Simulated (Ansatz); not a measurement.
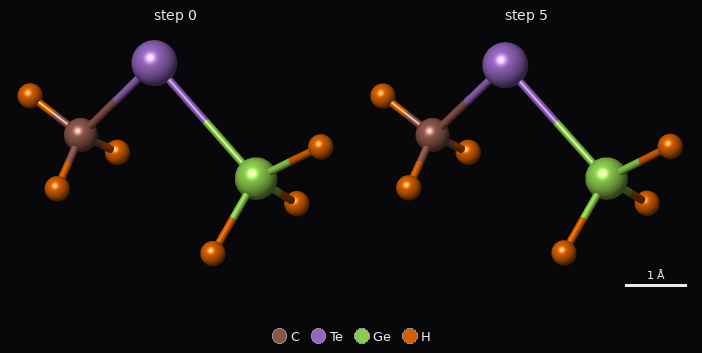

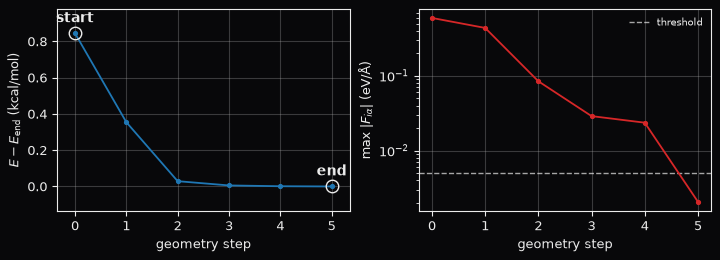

First and last geometry of a relaxation of CH6GeTe, with the history of the run. Style: ball-and-stick. Shown at a tilt.

The start comes from PBE-D4/def2-SVP.

All numbers below come from RKS PBE0-D4/def2-TZVP (Ansatz 0.2.0). Set-up: force threshold 0.005 eV/Å; at most 150 steps.

Question: Read the history and describe the run.

Answer: It converged. The energy falls by 0.85 kcal/mol in 5 geometry steps. Largest force component: 0.6 eV/Å at the start, 0.0021 eV/Å at the end. The Te atom moves most after the best rigid fit: 0.038 Å. By element the largest moves are Te 0.038 Å, H 0.032 Å, C 0.013 Å, Ge 0.010 Å. Near-neighbour distances that change, for instance: C–Te 2.189 → 2.149 Å, Ge–Te 2.576 → 2.547 Å, C–H 1.105 → 1.087 Å, Ge–H 1.554 → 1.539 Å.
